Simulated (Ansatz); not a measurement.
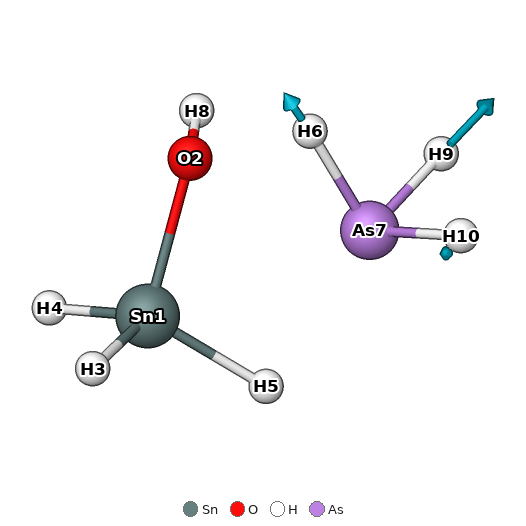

The arrows show one normal mode. Harmonic vibrations computed with RKS PBE0-D4/def2-TZVP, core potentials on Sn (Ansatz 0.2.0) at a stationary point of the same level.

What kind of motion is it?

Mostly in-phase stretching of 2 As–H bonds.

Estimate its harmonic wavenumber.

2240 cm⁻¹; it is mode 22 of 24 counted from the lowest.
